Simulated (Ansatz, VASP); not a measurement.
# Ni (Nickel) in two plane-wave programs

One calculation is typed for both programs; each brings its own data sets and cutoff. How far apart do they land? The cell comes out of earlier VASP steps on this material, which relaxed, scaled or displaced it; both programs get it as it stands.

Program: Ansatz 0.2.0. Level of theory: plane waves, with VASP 6.6.1 beside it; relaxation of cell and atoms at r2SCAN. Results are calculated unless marked as measured.

## Step 1: The starting structure

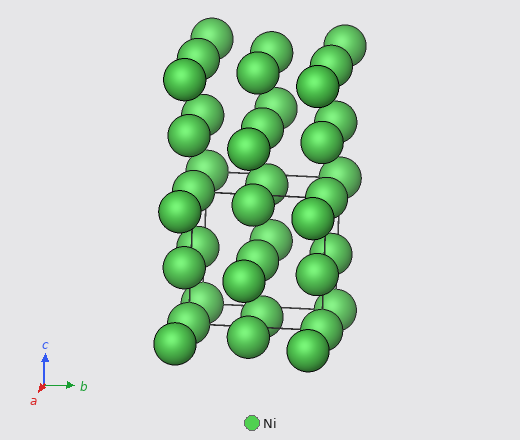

The cell as given, slightly off an axis (nickel green). 2×1×2 cells are drawn. This picture shows the conventional cell, with its axes. Some periodic images of atoms are drawn too.

As a file:

```cif
data_structure
_symmetry_space_group_name_H-M 'Fm-3m'
_symmetry_Int_Tables_number 225
_cell_length_a 3.4813
_cell_length_b 3.4813
_cell_length_c 3.4813
_cell_angle_alpha 90.000
_cell_angle_beta 90.000
_cell_angle_gamma 90.000
_cell_volume 42.19
loop_
_atom_site_label
_atom_site_type_symbol
_atom_site_symmetry_multiplicity
_atom_site_Wyckoff_symbol
_atom_site_fract_x
_atom_site_fract_y
_atom_site_fract_z
_atom_site_occupancy
Ni1 Ni 4 a 0.00000 0.00000 0.00000 1
```

## Step 2: VASP: relaxation of cell and atoms, r2SCAN

The relaxed volume is the usual yardstick between codes: its relative difference is about their pressure difference at one cell divided by the bulk modulus.

Lines of VASP's logs that name or quote its potential files are left out, and so is its time.

The input, INCAR:

```
SYSTEM = Ni
PREC = Accurate
ENCUT = 450
EDIFF = 1E-06
NELM = 100
ISMEAR = 1
SIGMA = 0.1
LREAL = .FALSE.
ALGO = Normal
METAGGA = R2SCAN
LASPH = .TRUE.
NBANDS = 11
ISPIN = 2
MAGMOM = 1
LMAXMIX = 4
LORBIT = 11
LWAVE = .FALSE.
LCHARG = .FALSE.
KPAR = 2
IBRION = 2
NSW = 50
ISIF = 3
EDIFFG = -0.01
```

The input, POSCAR:

```
Ni
1.0
    0.0000000000      1.7406276863      1.7406276863
    1.7406276863      0.0000000000      1.7406276863
    1.7406276863      1.7406276863      0.0000000000
Ni
1
Direct
    0.0000000000      0.0000000000      0.0000000000
```

The input, KPOINTS:

```
Automatic mesh
0
Gamma
14 14 14
0 0 0
```

The projector-augmented-wave data sets are Ni (PBE family, release 64).

Started as:

```sh
> mpirun -np 2 vasp_std
```

Numbers of over 12 decimals in the logs are rounded to 6 here.

Log:

```text
[banner, memory and clock lines left out]
running    2 mpi-ranks, on    1 nodes
 distrk:  each k-point on    1 cores,    2 groups
 distr:  one band on    1 cores,    1 groups

 POSCAR found type information on POSCAR Ni
 POSCAR found :  1 types and       1 ions
|                                                                             |
|               ----> ADVICE to this user running VASP <----                  |
|                                                                             |
|     You enforced a specific xc type in the INCAR file but a different       |
|     [... a line on the potential file left out ...]
|     I HOPE YOU KNOW WHAT YOU ARE DOING!                                     |
|                                                                             |

 LDA part: xc-table for (None), standard interpolation
 POSCAR, INCAR and KPOINTS ok, starting setup
 FFT: planning ... GRIDC
 FFT: planning ... GRID_SOFT
 FFT: planning ... GRID
 WAVECAR not read
 entering main loop
       N       E                     dE             d eps       ncg     rms          rms(c)
DAV:   1     0.189064120799E+02    0.18906E+02   -0.43608E+03  4726   0.109E+03
DAV:   2    -0.134091859787E+02   -0.32316E+02   -0.30399E+02  4803   0.165E+02
DAV:   3    -0.142694500896E+02   -0.86026E+00   -0.85743E+00  5202   0.323E+01
DAV:   4    -0.142772735483E+02   -0.78235E-02   -0.78220E-02  5255   0.271E+00
DAV:   5    -0.142774489776E+02   -0.17543E-03   -0.17543E-03  5432   0.365E-01    0.108E+01
DAV:   6    -0.124424131511E+02    0.18350E+01   -0.20637E+01  5632   0.676E+01    0.743E+00
DAV:   7    -0.119426219686E+02    0.49979E+00   -0.40415E+00  5554   0.249E+01    0.246E+00
DAV:   8    -0.119452244742E+02   -0.26025E-02   -0.38137E-02  5224   0.209E+00    0.123E+00
DAV:   9    -0.119430103966E+02    0.22141E-02   -0.46631E-03  6101   0.682E-01    0.409E-01
DAV:  10    -0.119423651647E+02    0.64523E-03   -0.31726E-03  5812   0.773E-01    0.953E-02
DAV:  11    -0.119424446350E+02   -0.79470E-04   -0.53031E-04  6429   0.312E-01    0.644E-02
DAV:  12    -0.119424457046E+02   -0.10697E-05   -0.20759E-05  5805   0.525E-02    0.248E-02
DAV:  13    -0.119424468520E+02   -0.11474E-05   -0.16563E-05  5452   0.455E-02    0.681E-03
DAV:  14    -0.119424488348E+02   -0.19828E-05   -0.14887E-06  3069   0.148E-02    0.168E-03
DAV:  15    -0.119424487420E+02    0.92813E-07   -0.91288E-08  2480   0.348E-03
   1 F= -.11942449E+02 E0= -.11942546E+02  d E =-.119424E+02  mag=     0.7508
 curvature:   0.00 expect dE= 0.000E+00 dE for cont linesearch  0.000E+00
 trial: gam= 0.00000 g(F)=  0.124E-61 g(S)=  0.218E-04 ort = 0.000E+00 (trialstep = 0.100E+01)
 search vector abs. value=  0.219E-04
 bond charge predicted
       N       E                     dE             d eps       ncg     rms          rms(c)
DAV:   1    -0.119430154085E+02   -0.56657E-03   -0.81744E-03  5641   0.138E+00    0.198E-01
DAV:   2    -0.119425930984E+02    0.42231E-03   -0.73238E-03  5671   0.114E+00    0.109E-01
DAV:   3    -0.119424533361E+02    0.13976E-03   -0.10469E-03  5665   0.442E-01    0.389E-02
DAV:   4    -0.119424496227E+02    0.37134E-05   -0.18407E-05  4994   0.315E-02    0.171E-02
DAV:   5    -0.119424467881E+02    0.28345E-05   -0.44611E-06  5338   0.198E-02    0.441E-03
DAV:   6    -0.119424465758E+02    0.21232E-06   -0.96084E-08  2450   0.364E-03
   2 F= -.11942447E+02 E0= -.11942542E+02  d E =0.216618E-05  mag=     0.7508
 trial-energy change:    0.000002  1 .order    0.000001   -0.000022    0.000023
 step:   0.4834(harm=  0.4834)  dis= 0.00000  next Energy=   -11.942454 (dE=-0.528E-05)
 bond charge predicted
       N       E                     dE             d eps       ncg     rms          rms(c)
DAV:   1    -0.119426021167E+02   -0.15533E-03   -0.21681E-03  5617   0.709E-01    0.102E-01
DAV:   2    -0.119424960806E+02    0.10604E-03   -0.19510E-03  5665   0.588E-01    0.560E-02
DAV:   3    -0.119424555685E+02    0.40512E-04   -0.27804E-04  5653   0.228E-01    0.202E-02
DAV:   4    -0.119424534062E+02    0.21623E-05   -0.50792E-06  4746   0.165E-02    0.881E-03
DAV:   5    -0.119424527641E+02    0.64216E-06   -0.11573E-06  2677   0.103E-02
   3 F= -.11942453E+02 E0= -.11942549E+02  d E =-.402211E-05  mag=     0.7509
 curvature:  -0.24 expect dE=-0.408E-07 dE for cont linesearch -0.408E-07
 trial: gam=-0.08020 g(F)=  0.629E-61 g(S)=  0.169E-06 ort = 0.192E-05 (trialstep = 0.897E+00)
 search vector abs. value=  0.141E-08
 reached required accuracy - stopping structural energy minimisation
```

From OUTCAR (step 2):

```text
ion  position               nearest neighbor table
   1  0.000  0.000  0.000-

  LATTYP: Found a face centered cubic cell.
 ALAT       =     3.4812553726

 Subroutine GETGRP returns: Found 48 space group operations
 (whereof 48 operations were pure point group operations)

The static configuration has the point symmetry O_h .

 Found    104 irreducible k-points:

   k-points           NKPTS =    104   k-points in BZ     NKDIM =    104   number of bands    NBANDS=     11

   dimension x,y,z NGX =    18 NGY =   18 NGZ =   18
   dimension x,y,z NGXF=    36 NGYF=   36 NGZF=   36

   ENCUT  =  450.0 eV  33.07 Ry    5.75 a.u.   4.26  4.26  4.26*2*pi/ulx,y,z

   NELECT =      10.0000    total number of electrons

 k-points in reciprocal lattice and weights: Automatic mesh
   0.00000000  0.00000000  0.00000000       0.000
   0.07142857  0.00000000  0.00000000       0.003
   0.14285714  0.00000000  0.00000000       0.003
   0.21428571  0.00000000  0.00000000       0.003
   0.28571429  0.00000000  0.00000000       0.003
   0.35714286  0.00000000  0.00000000       0.003
   0.42857143  0.00000000  0.00000000       0.003
   0.50000000  0.00000000  0.00000000       0.001
   0.07142857  0.07142857  0.00000000       0.002
[...]
-0.28571429  0.42857143  0.21428571       0.009
  -0.28571429  0.50000000  0.21428571       0.004

 average (electrostatic) potential at core
       1 -86.9885

 E-fermi :   9.7966

 spin component 1
 k-point     1 :       0.0000    0.0000    0.0000
  band No.  band energies     occupation
    ...
      2       6.7252      1.00000
      3       6.7253      1.00000
      4       6.7253      1.00000
      5       8.0711      1.00000
      6       8.0711      1.00000
      7      34.5996      0.00000
      8      39.0015      0.00000
      9      39.0015      0.00000
     10      39.0020      0.00000
     11      41.7249      0.00000

 k-point     2 :       0.0714    0.0000    0.0000
  band No.  band energies     occupation
    ...
      2       6.6730      1.00000
      3       6.7717      1.00000
      4       6.7718      1.00000
      5       8.0517      1.00000
      6       8.0517      1.00000
      7      33.8383      0.00000
      8      36.7453      0.00000
      9      38.4690      0.00000
     10      38.4694      0.00000
     11      42.4890      0.00000

 k-point     3 :       0.1429    0.0000    0.0000
  band No.  band energies     occupation
    ...
      2       6.5432      1.00000
      3       6.8835      1.00000
      4       6.8836      1.00000
      5       8.0193      1.00000
      6       8.0193      1.00000
      7      30.6738      0.00000
      8      35.6490      0.00000
      9      37.6153      0.00000
     10      37.6155      0.00000
     11      43.1614      0.00000

 k-point     4 :       0.2143    0.0000    0.0000
  band No.  band energies     occupation
    ...
      2       6.4251      1.00000
      3       6.9784      1.00000
      4       6.9786      1.00000
      5       8.0500      1.00000
      6       8.0502      1.00000
      7      26.8108      0.00000
      8      35.0725      0.00000
      9      36.9037      0.00000
     10      36.9039      0.00000
     11      43.2360      0.00000

 k-point     5 :       0.2857    0.0000    0.0000
  band No.  band energies     occupation
    ...
      2       6.5149      1.00000
      3       6.9767      1.00000
      4       6.9769      1.00000
      5       8.2071      1.00000
      6       8.2073      1.00000
      7      23.0822      0.00000
      8      34.3698      0.00000
      9      36.4053      0.00000
     10      36.4054      0.00000
     11      41.5767      0.00000

 k-point     6 :       0.3571    0.0000    0.0000
  band No.  band energies     occupation
    ...
      2       6.9046      1.00000
      3       6.9048      1.00000
      4       7.1886      1.00000
      5       8.4347      1.00000
      6       8.4349      1.00000
      7      19.6892      0.00000
      8      33.6831      0.00000
      9      36.1167      0.00000
     10      36.1168      0.00000
     11      40.0571      0.00000

  Total       -0.0010805     -0.0010805     -0.0010805      0.0000000      0.0000000      0.0000000
  in kB       -0.1642654     -0.1642654     -0.1642654      0.0000000      0.0000000      0.0000000
  external PRESSURE =      -0.1642654 kB  Pullay stress =       0.0000000 kB

  energy-cutoff  :      450.00
  volume of cell :       10.54
      direct lattice vectors                 reciprocal lattice vectors
    -0.000000000  1.740128922  1.740128922    -0.287335032  0.287335032  0.287335032
     1.740128922  0.000000000  1.740128922     0.287335032 -0.287335032  0.287335032
     1.740128922  1.740128922  0.000000000     0.287335032  0.287335032 -0.287335032

 POSITION                                       TOTAL-FORCE (eV/Angst)
 -----------------------------------------------------------------------------------
      0.00000      0.00000      0.00000        -0.000000     -0.000000     -0.000000
 -----------------------------------------------------------------------------------
    total drift:                                0.000000      0.000000      0.000000

  FREE ENERGIE OF THE ION-ELECTRON SYSTEM (eV)
  ---------------------------------------------------
  free  energy   TOTEN  =       -11.9424527641 eV

  energy  without entropy=      -11.9427421067  energy(sigma->0) =      -11.94254921

 reached required accuracy - stopping structural energy minimisation

 total charge
# of ion       s       p       d       tot
------------------------------------------
    1        0.530   0.549   8.324   9.403

 magnetization (x)
# of ion       s       p       d       tot
------------------------------------------
    1       -0.009  -0.044   0.823   0.770

[... 6 further parts left out ...]
```

CONTCAR:

```
Ni
   1.00000000000000
    -0.0000000000000000    1.7401289220092433    1.7401289220092433
     1.7401289220092433    0.0000000000000000    1.7401289220092433
     1.7401289220092433    1.7401289220092433    0.0000000000000000
  Ni
     1
Direct
     0.0000000000000000    0.0000000000000000    0.0000000000000000
```

(Continued in part 2 of 2.)

[Lines on the potential files, build, host, timing and source positions are cut from VASP's logs without a mark.]

[Logs are printed without paths, hosts, clocks, repeated set-up lines and the standing remarks that a program may print on its own settings, such as how far it seeks lower states.]

[Hosts, paths, dates, database ids (printed as entryN), source tags and the programs' standing remarks are cut or masked in the printed files.]
